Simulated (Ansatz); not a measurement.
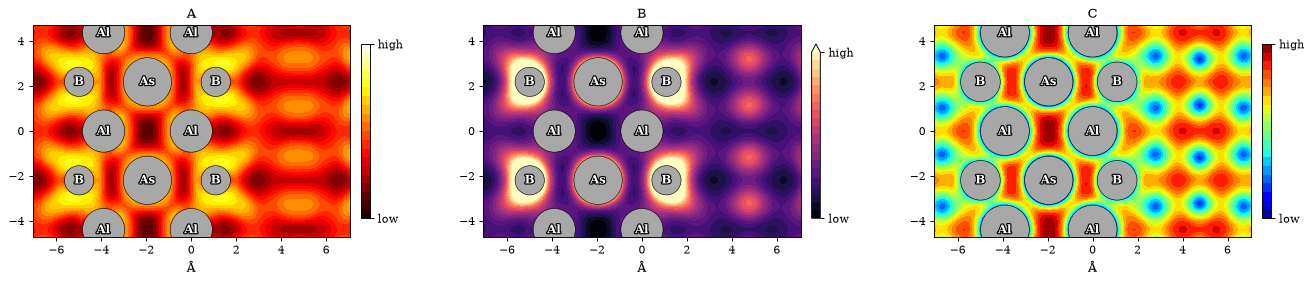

Al$_{2}$B$_{2}$As: 3 fields on the (101) plane of the conventional cell, with unlabelled colour scales. Grey discs cover the atomic cores.

Space group Cmmm; a structure generated by program, which may or may not match a known phase; computed without spin polarisation.

Computed with DFT PBE, scalar-relativistic, plane waves, PAW in Ansatz 0.2.0.

Question: Which field does each panel show? The fields are: electron localisation function, electrostatic potential energy of an electron and valence pseudo-density.

Answer: Panel A: electron localisation function. Panel B: valence pseudo-density. Panel C: electrostatic potential energy of an electron (low next to the atoms, rising into the space between them). From the grid: Al–As (2.93 Å): the density is about 0.21 e/Å³ at the midpoint; the ELF is about 0.50 at the midpoint. Al–B (2.45 Å): the density is about 0.3 e/Å³ at the midpoint; the ELF peaks at about 0.75 in the valence shell of B, 0.9 Å from its nucleus, and is about 0.65 at the midpoint.
